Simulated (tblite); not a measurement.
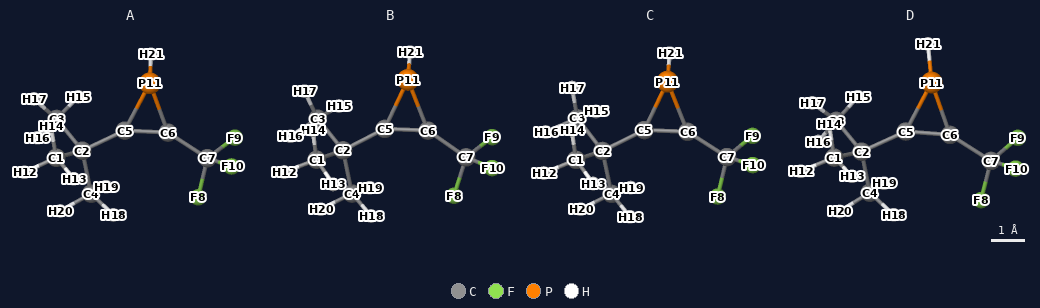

4 geometries from one relaxation of C7H10F3P, in shuffled order. Style: ball-and-stick. Shown from a free direction.

Theory: GFN2-xTB geometry optimisation, gas phase (tblite). 

### Put them in the order of the run, from the start to the converged end.

D, A, B, C. They are steps 0, 14, 34, 78, at +0.900 eV, +0.104 eV, +0.028 eV relative to the last. After 78 geometry steps the energy has fallen by 0.900 eV. The largest move after the best rigid fit is that of H17, 0.77 Å. By element the largest moves are H 0.77 Å, P 0.20 Å, C 0.17 Å, F 0.17 Å. Near-neighbour distances that change, for instance: C7–F10 1.394 → 1.343 Å, P11–H21 1.465 → 1.418 Å, C6–C7 1.513 → 1.467 Å, C2–C5 1.516 → 1.475 Å. Bond angles that change, for instance: C6–P11–H21 118.1° → 97.2°, C5–P11–H21 112.1° → 97.3°, C3–C2–C4 106.5° → 110.8°. Groups turn about C2–C3 by about 40°.
